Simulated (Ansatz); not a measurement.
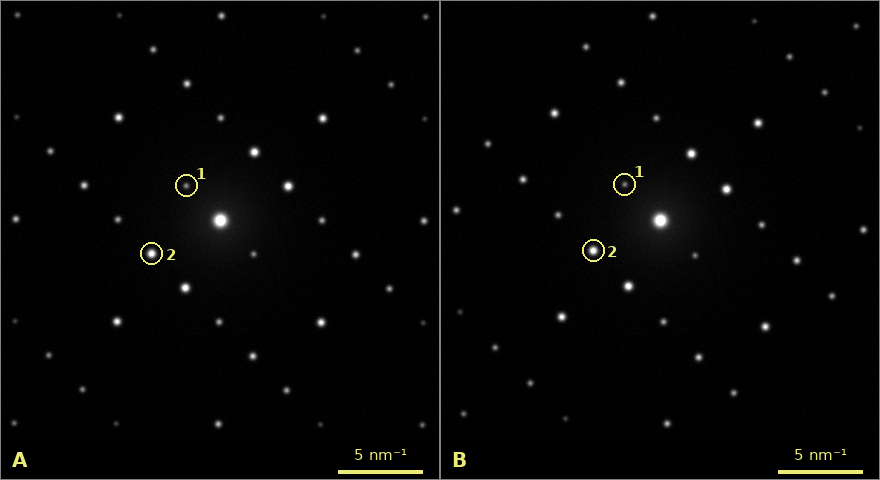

Kinematic electron diffraction patterns (120 kV, B = 0.5 Å², same scale) along [111] of the run's own cell, for the start and the end of one relaxation of NaF2 with DFT PBE, scalar-relativistic, plane waves, PAW in Ansatz. k mesh 12×12×16. The start is a generated model structure, and the relaxation ends in the nearest stationary point of its symmetry, not necessarily the ground state. Spot 1 is -1 1 0 and spot 2 is -1 0 1 in both.

Start structure:

```
CELL_PARAMETERS angstrom
3.99432 0.00000 0.00000
-1.99716 3.45918 0.00000
0.00000 0.00000 2.80946
ATOMIC_POSITIONS crystal
Na 0.00000 0.00000 0.00000
F 0.33333 0.66667 0.50000
F 0.66667 0.33333 0.50000
```

> Which pattern belongs to the start structure, and which to the relaxed one?

A is the start: its cell gives d(1) = 3.459 Å, d(2) = 2.181 Å and an angle of 71.6°. B is the relaxed structure, with d(1) = 3.322 Å (-4.0 %), d(2) = 2.264 Å (+3.8 %) and 70.1°.

> Summarise the relaxation behind the change.

The volume changed by +1.6 % to 13.14 Å³ an atom; the fractional coordinates hardly changed; the space group stayed P6/mmm (No. 191); the free energy fell by 49 meV an atom. Relaxed cell: a = 3.836 Å, b = 3.836 Å, c = 3.095 Å, α = 90.00°, β = 90.00°, γ = 120.00°.
